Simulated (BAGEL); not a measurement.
# One shape, several levels: AlHBrO (SMILES [OH][Al][Br])

We compute a comparison of 3 runs (UHF/STO-3G, UHF/6-31G*, UHF/def2-SVPD) of AlHBrO. 

The results are computed with BAGEL 1.2.2.

4 further runs of the same task are left out: 1 for a known fault of the program, 3 that didn't finish. Runs told in other sessions of the task aren't counted.

### Step 1. The molecule

The species is AlHBrO (4 atoms), meant as a doublet with charge 0. As SMILES, `[OH][Al][Br]`. The Al2–Br3 distance was set to 2.951 Å, away from the relaxed value.

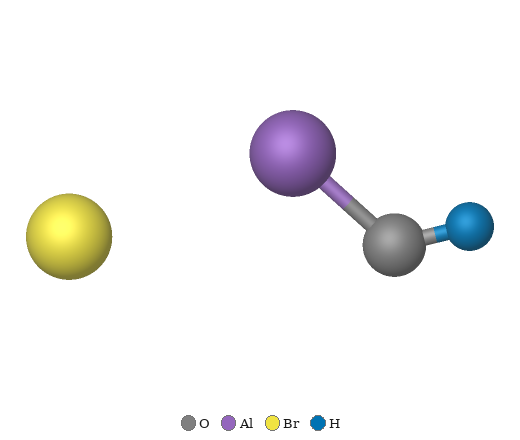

Viewed from a chosen angle; oxygen grey, aluminium purple, bromine yellow, hydrogen blue.

### Step 2. The energy at UHF/STO-3G (density fitting with qzvpp-jkfit) (run 1)

Contents of calc.json:

```json
{ "bagel": [

{
  "title": "molecule",
  "basis": "sto-3g",
  "df_basis": "qzvpp-jkfit",
  "angstrom": "true",
  "geometry": [
    { "atom": "O", "xyz": [      -0.970390,       0.955617,      -0.756401 ] },
    { "atom": "Al", "xyz": [      -0.653190,       0.182417,       0.717699 ] },
    { "atom": "Br", "xyz": [       1.740900,      -1.539700,       0.836000 ] },
    { "atom": "H", "xyz": [      -1.719190,       1.533817,      -0.899501 ] }
  ]
},

{
  "title": "uhf",
  "nopen": 1
},

{
  "title": "print",
  "file": "orbitals.molden",
  "orbitals": "true"
}

]}
```

Started as:

```sh
$ BAGEL_NUM_THREADS=1 BAGEL calc.json > calc.out
```

Output:

```text
* using 1 threads per process

  ===============================================================
  ===============================================================

  *** Geometry ***

  { "atom" : "O", "xyz" : [     -1.833771,      1.805854,     -1.429391 ] },
  { "atom" : "Al", "xyz" : [     -1.234350,      0.344718,      1.356255 ] },
  { "atom" : "Br", "xyz" : [      3.289824,     -2.909611,      1.579811 ] },
  { "atom" : "H", "xyz" : [     -3.248798,      2.898494,     -1.699811 ] },

  Number of auxiliary basis functions:      489

  Since a DF basis is specified, we compute 2- and 3-index integrals:
    o Being stored without compression. Storage requirement is 0.004 GB

  Number of basis functions:       33
  Number of electrons      :       57

    * METHOD: MOLECULE                             0.11

  *** Open-shell HF ***

  === Nuclear Repulsion ===
   162.0513236505

      * DIIS with orbital gradients will be used.

  === UHF iteration (sto-3g) ===
      0      -2857.95943058          0.02745068           0.04
      1      -2858.05667496          0.01129975           0.03
      2      -2858.07213308          0.00460559           0.03
[... 18 lines of this table left out ...]
     21      -2858.08052290          0.00000000           0.03
    * SCF iteration converged.

    * S^2 (UHF) is 0.8075

    * Permanent dipole moment:
           (    1.875151,    -1.134392,    -0.481053) a.u.

    * METHOD: UHF                                  0.84

    * METHOD: PRINT                                0.00

  ===============================================================
```

Run time: 1.1 s. Hardware: 1 thread of Intel Xeon 6975P-C (Granite Rapids), shared host.

### Step 3. A single-point energy at UHF/6-31G(d) (density fitting with qzvpp-jkfit, spherical functions) (run 2)

Contents of hf.json:

```json
{ "bagel" : [

{
  "title" : "molecule",
  "basis" : "6-31gs.json",
  "df_basis" : "qzvpp-jkfit",
  "angstrom" : "true",
  "geometry" : [
    { "atom" : "O", "xyz" : [      -0.970390,       0.955617,      -0.756401 ] },
    { "atom" : "Al", "xyz" : [      -0.653190,       0.182417,       0.717699 ] },
    { "atom" : "Br", "xyz" : [       1.740900,      -1.539700,       0.836000 ] },
    { "atom" : "H", "xyz" : [      -1.719190,       1.533817,      -0.899501 ] }
  ]
},

{ "title" : "uhf", "nopen" : 1 },

{ "title" : "print", "file" : "orbitals.molden", "orbitals" : "true" }

]}
```

The basis set 6-31G* is read from a file made from the Basis Set Exchange's data (not shown).

Started as:

```sh
$ BAGEL_NUM_THREADS=1 BAGEL hf.json > hf.out
```

Output:

```text
* using 1 threads per process

  ===============================================================
  ===============================================================

  *** Geometry ***

  { "atom" : "O", "xyz" : [     -1.833771,      1.805854,     -1.429391 ] },
  { "atom" : "Al", "xyz" : [     -1.234350,      0.344718,      1.356255 ] },
  { "atom" : "Br", "xyz" : [      3.289824,     -2.909611,      1.579811 ] },
  { "atom" : "H", "xyz" : [     -3.248798,      2.898494,     -1.699811 ] },

  Number of auxiliary basis functions:      489

  Since a DF basis is specified, we compute 2- and 3-index integrals:
    o Being stored without compression. Storage requirement is 0.017 GB

  Number of basis functions:       66
  Number of electrons      :       57

    * METHOD: MOLECULE                             0.16

  *** Open-shell HF ***

  === Nuclear Repulsion ===
   162.0513236505

      * DIIS with orbital gradients will be used.

  === UHF iteration (6-31gs.json) ===
      0      -2889.26970765          0.04682282           0.09
      1      -2889.38579368          0.03664395           0.09
      2      -2889.44292698          0.02570385           0.09
[... 22 lines of this table left out ...]
     25      -2889.49622767          0.00000001           0.09
    * SCF iteration converged.

    * S^2 (UHF) is 0.7943

    * Permanent dipole moment:
           (    2.243093,    -1.457939,    -0.305281) a.u.

    * METHOD: UHF                                  2.38

    * METHOD: PRINT                                0.00

  ===============================================================
```

Run time: 2.7 s. Hardware: 1 thread of Intel Xeon 6975P-C (Granite Rapids), shared host.

### Step 4. The energy at UHF/def2-SVPD (density fitting with qzvpp-jkfit) (run 3)

Contents of input.json:

```json
{ "bagel" : [

{
  "title" : "molecule",
  "basis" : "def2-svpd.json",
  "df_basis" : "qzvpp-jkfit",
  "angstrom" : true,
  "geometry" : [
    { "atom" : "O", "xyz" : [      -0.970390,       0.955617,      -0.756401 ] },
    { "atom" : "Al", "xyz" : [      -0.653190,       0.182417,       0.717699 ] },
    { "atom" : "Br", "xyz" : [       1.740900,      -1.539700,       0.836000 ] },
    { "atom" : "H", "xyz" : [      -1.719190,       1.533817,      -0.899501 ] }
  ]
},

{ "title" : "uhf", "nopen" : 1 },

{ "title" : "print", "file" : "orbitals.molden", "orbitals" : true }

]}
```

The basis set def2-SVPD is read from a file made from the Basis Set Exchange's data (not shown).

Started as:

```sh
$ BAGEL_NUM_THREADS=1 BAGEL input.json > input.out
```

Output:

```text
* using 1 threads per process

  ===============================================================
  ===============================================================

  *** Geometry ***

  { "atom" : "O", "xyz" : [     -1.833771,      1.805854,     -1.429391 ] },
  { "atom" : "Al", "xyz" : [     -1.234350,      0.344718,      1.356255 ] },
  { "atom" : "Br", "xyz" : [      3.289824,     -2.909611,      1.579811 ] },
  { "atom" : "H", "xyz" : [     -3.248798,      2.898494,     -1.699811 ] },

  Number of auxiliary basis functions:      489

  Since a DF basis is specified, we compute 2- and 3-index integrals:
    o Being stored without compression. Storage requirement is 0.036 GB

  Number of basis functions:       96
  Number of electrons      :       57

    * METHOD: MOLECULE                             0.17

  *** Open-shell HF ***

  === Nuclear Repulsion ===
   162.0513236505

      * DIIS with orbital gradients will be used.

  === UHF iteration (def2-svpd.json) ===
      0      -2889.10714753          0.04404886           0.14
      1      -2889.23485745          0.04012542           0.14
      2      -2889.31258316          0.02729462           0.14
[... 21 lines of this table left out ...]
     24      -2889.39423779          0.00000001           0.14
    * SCF iteration converged.

    * S^2 (UHF) is 0.7876

    * Permanent dipole moment:
           (    2.118999,    -1.378348,    -0.285546) a.u.

    * METHOD: UHF                                  3.87

    * METHOD: PRINT                                0.01

  ===============================================================
```

Wall time 4.2 s (1 thread of Intel Xeon 6975P-C (Granite Rapids), shared host).

### Step 5. Overview of the runs

```tsv
run	level	energy (Eh)	dipole moment (D)	⟨S²⟩	wall time
1	UHF/STO-3G (density fitting with qzvpp-jkfit)	-2858.080523	5.70	0.807	1.1 s
2	UHF/6-31G* (density fitting with qzvpp-jkfit, spherical functions)	-2889.496228	6.84	0.794	2.7 s
3	UHF/def2-SVPD (density fitting with qzvpp-jkfit)	-2889.394238	6.47	0.788	4.2 s
```

### Step 6. Summary of results

| quantity | value |
| --- | --- |
| run 3: total energy | -2889.39424 Eh |
| run 3: dipole moment | 6.47 D |
| run 3: ⟨S²⟩ | 0.788 |

**Reading.** The dipole moment (its size) runs from 5.70 D (UHF/STO-3G) to 6.84 D (UHF/6-31G*). In run 1 the basis is minimal, so the values are rough. All runs together took 8 s, the longest 4.2 s.
